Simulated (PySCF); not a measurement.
# C4H4S: the cost of one run

The runs use PySCF 2.14.0; levels as typed in each script, gas phase, geometry from GFN2-xTB.

## Step 1: The system as given

SMILES `c1ccsc1`, 9 atoms, charge 0, spin multiplicity 1.

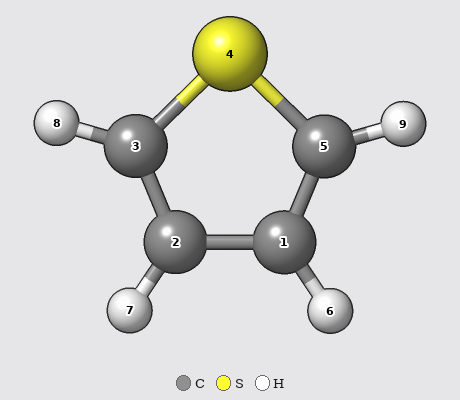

The structure; carbon grey, sulfur yellow, hydrogen white; atoms are numbered from 1 in the order of the file.

As a file:

```
C     1.26548    0.70733    0.00000
C     1.26556   -0.70722    0.00000
C     0.01265   -1.22583    0.00000
S    -1.19289   -0.00004    0.00000
C     0.01251    1.22580    0.00000
H     2.15927    1.30509    0.00000
H     2.15942   -1.30488    0.00000
H    -0.28470   -2.25548    0.00000
H    -0.28495    2.25542    0.00000
```

## Step 2: Stretching a bond (6-31g*)

input.py reads:

```python
import numpy as np
from pyscf import gto, scf, mcscf

mol = gto.M(atom='''
C      1.26548     0.70733     0.00000
C      1.26556    -0.70722     0.00000
C      0.01265    -1.22583     0.00000
S     -1.19289    -0.00004     0.00000
C      0.01251     1.22580     0.00000
H      2.15927     1.30509     0.00000
H      2.15942    -1.30488     0.00000
H     -0.28470    -2.25548     0.00000
H     -0.28495     2.25542     0.00000
''', basis='6-31g*', charge=0, spin=0, verbose=4)
# stretch the bond between atoms 2 and 7, from long to short, fragments rigid
a, b, move = 1, 6, [6]
xyz = mol.atom_coords(unit='Angstrom')
u = xyz[b] - xyz[a]
r0 = np.linalg.norm(u)
rows, last, dm_u = [], None, None
for r in [3.0, 2.35, 1.93, 1.66, 1.44, 1.28, 1.18, 1.07, 0.98]:
    new = xyz.copy()
    new[move] += u / r0 * (r - r0)
    m = mol.set_geom_(new, unit='Angstrom', inplace=False)
    rhf = scf.RHF(m).density_fit(auxbasis='def2-universal-jkfit').run()
    uhf = scf.UHF(m).density_fit(auxbasis='def2-universal-jkfit').newton()
    if dm_u is None:
        c = rhf.mo_coeff
        h = m.nelectron // 2 - 1
        ca, cb = c.copy(), c.copy()
        ca[:, h], cb[:, h] = (c[:, h] + c[:, h + 1]) / 2**.5, (c[:, h] - c[:, h + 1]) / 2**.5
        dm_u = np.array([x[:, :h + 1] @ x[:, :h + 1].T for x in (ca, cb)])
    uhf.kernel(dm0=dm_u)
    for _ in range(3):
        c, _, stable, _ = uhf.stability(return_status=True)
        if stable:
            break
        uhf.kernel(c, uhf.mo_occ)
    dm_u = uhf.make_rdm1()
    mc = mcscf.CASSCF(rhf, 2, 2)
    mc.natorb = True
    mc.fix_spin_(ss=0)
    guess = mcscf.addons.make_natural_orbitals(uhf)[1] if last is None else mcscf.project_init_guess(mc, last.mo_coeff, last.mol)
    mc.kernel(guess)
    last = mc
    act = slice(mc.ncore, mc.ncore + mc.ncas)
    print('r %.3f  RHF %.6f  UHF %.6f  <S^2> %.3f  CASSCF %.6f  occupations' % (r, rhf.e_tot, uhf.e_tot, uhf.spin_square()[0], mc.e_tot), mc.mo_occ[act].round(4))
    rows.append((new, rhf.e_tot, uhf.e_tot, uhf.spin_square()[0], mc.e_tot, mc.mo_occ[act], mc.mo_coeff[:, act], dm_u[0] - dm_u[1], rhf.converged and uhf.converged and mc.converged))
    np.savez('result.npz', **{k: [row[i] for row in rows] for i, k in enumerate('xyz rhf uhf s2 cas occ c spin ok'.split())})
```

Command:

```console
$ OMP_NUM_THREADS=1 python input.py
```

What time and memory should one allow on 1 thread of Arm Neoverse V1, shared host?

About 3.7 min, with a peak of 0.22 GiB.
